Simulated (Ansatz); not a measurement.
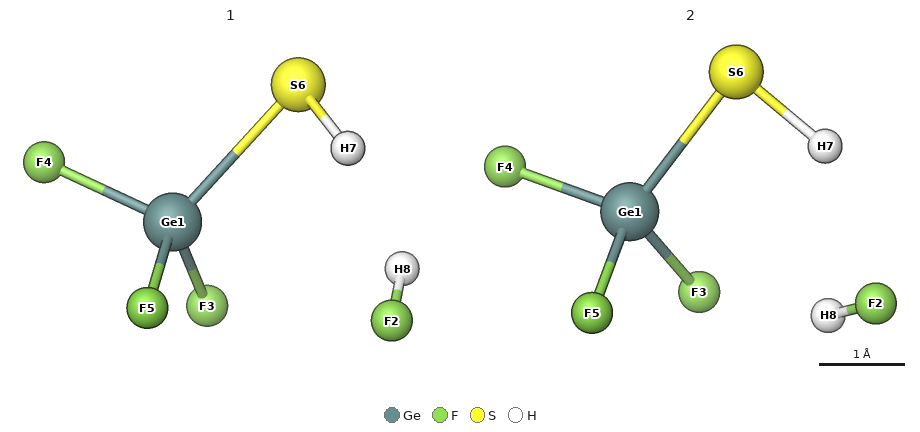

Two geometries of GeH2SF4, drawn at one scale. One is the start of a relaxation, the other its converged end. A ball-and-stick model, seen from a free direction.

Computed with Ansatz 0.2.0, RKS BLYP-D4/def2-SVP. Settings: no spin polarisation; force threshold 0.03 eV/Å; at most 50 steps.

Which geometry has the lower energy?

Answer. Structure 2 is the relaxed one. The run prepares an end point of a later path (reaction) calculation, from a guessed geometry. After 12 accepted moves (13 points after the start) the energy has fallen by 6.66 kcal/mol. The largest force component goes from 0.46 to 0.0073 eV/Å. The line search rejected the trial step at point 2 of the run. H8 moves most after the best rigid fit: 0.69 Å. By element the largest moves are H 0.69 Å, S 0.55 Å, F 0.49 Å, Ge 0.19 Å. Near-neighbour distances that change, for instance: Ge1–S6 2.244 → 2.199 Å, Ge1–F3 1.744 → 1.781 Å, F2–H8 0.935 → 0.954 Å, S6–H7 1.366 → 1.376 Å. Among the angles between lasting bonds that change: F3–Ge1–F5 109.0° → 103.0°, F4–Ge1–S6 109.2° → 112.9°, F5–Ge1–S6 114.4° → 117.4°. Groups turn about Ge1–S6 by about 55°. Cost: 15 s on 4 threads of Intel(R) Xeon(R) Platinum 8375C CPU @ 2.90GHz (Ice Lake) (shared host), peak memory 0.2 GiB.

Limits of the set-up: the start holds two separate molecules, 2.3 Å apart at their closest, whose relative position is a soft coordinate.
